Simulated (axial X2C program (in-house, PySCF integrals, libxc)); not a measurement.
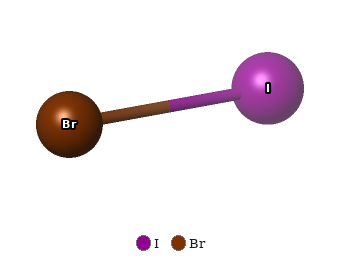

Figure 1. The molecule at the reference distance of 2.484 Å.

# Relativistic diatomic calculation for IBr

System: IBr, single determinant with Ω = 0.
Method: PBE0, two-component X2C with atomic mean-field Coulomb and Gaunt terms, I dyall-cv3z, Br dyall-cv3z (cores contracted) (axial X2C program (in-house, PySCF integrals, libxc)).

Key numbers:

- outcome: converged
- bond length rₑ: 2.474 Å
- ωₑ: 272.7 cm⁻¹
- energy at the minimum: −9717.53644 hartree
- depth below the fragments: 1.87 eV
- hardware: 1 thread of Arm Neoverse V1, 24 GiB of memory available, shared host
- wall time: 7.5 s
- peak memory: 0.96 GiB

Input file:
```
{"zs": [53, 35], "q": 0, "bas": ["dyall-cv3z", "dyall-cv3z"], "levels": ["PBE0", "HF", "B97-3"], "cc": true, "r0": 2.47, "thr": -2.0, "nmax": 90, "npts": 10, "nst": 2, "ntry": 6}
```

The line is the task of a batch: nuclear charges, charge, bases, the levels to run, a first guess of the distance and further settings. This report covers PBE0 with spin-orbit coupling. The log is that of the reference distance 2.484 Å.

Launched within a batch (the task file carries these settings):
```bash
python <driver script> task.json out
```

Log:
```
two-component X2C + atomic mean field  PBE0
basis functions 226  fitting functions 1205  grid points 5805
iter        total energy     max residual
   1      -9717.511565896     6.17e-01
   2      -9717.536405630     1.15e-03
   3      -9717.536411373     3.50e-04
   4      -9717.536412252     2.45e-04
   5      -9717.536412955     5.63e-05
   6      -9717.536412969     5.16e-05
   7      -9717.536413001     4.94e-06
   8      -9717.536413001     5.13e-06
converged
one-electron -14154.80962830  Coulomb 4322.87707706  exact exchange -67.82486679  xc functional -207.63707369  nuclear repulsion 395.17863376  atomic mean-field constant -5.32055504
```

The points of the curve:

```csv
R (Å),E (hartree),"dipole (D; origin at the first atom, positive when the second is positive)",highest filled (eV),lowest empty (eV)
2.161,−9717.498216,−0.18,−6.84,−1.79
2.260,−9717.521183,−0.37,−7.02,−2.40
2.335,−9717.530671,−0.50,−7.15,−2.84
2.409,−9717.535329,−0.63,−7.27,−3.25
2.484,−9717.536413,−0.76,−7.37,−3.63
2.571,−9717.534427,−0.90,−7.49,−4.04
2.658,−9717.530021,−1.04,−7.59,−4.41
2.770,−9717.522157,−1.22,−7.72,−4.83
2.906,−9717.510861,−1.43,−7.84,−5.26
3.105,−9717.493851,−1.72,−7.99,−5.75
```

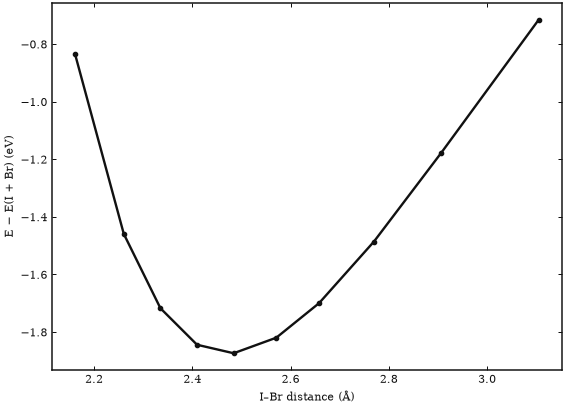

Figure 2. Energy at 10 bond lengths, for one set of occupations held fixed; the line joins the points. A polynomial of degree 6 through 9 points gives rₑ = 2.474 Å, ωₑ = 272.7 cm⁻¹, ωₑxₑ = 0.68 cm⁻¹ and Bₑ = 0.05661 cm⁻¹. The minimum lies 1.87 eV below I + Br, each computed as one determinant at the same level.

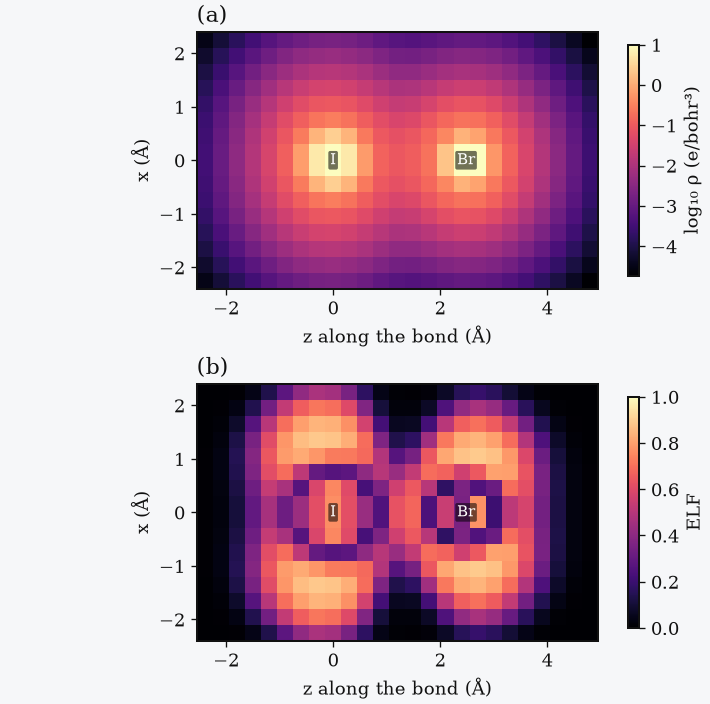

Figure 3. (a) electron density on a logarithmic scale; (b) electron localisation function, in a plane that holds the axis, at 2.48 Å, on points 0.3 Å apart (one half computed, the other mirrored); the structure near the nuclei is finer than these points.

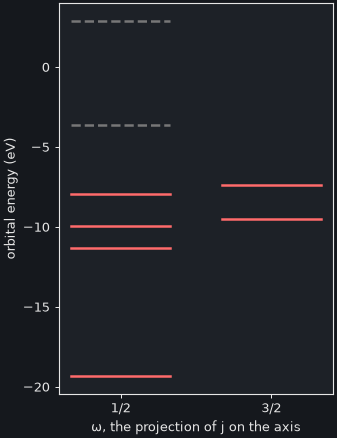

Figure 4. Orbital energies near the frontier at 2.48 Å, filled (solid) and empty (dashed); the Kramers partners at −ω are degenerate and not drawn. The highest filled spinor (3/2; 67 % I p, 31 % Br p) lies at −7.37 eV, the lowest empty one (1/2; 47 % I p, 33 % Br p) at −3.63 eV.
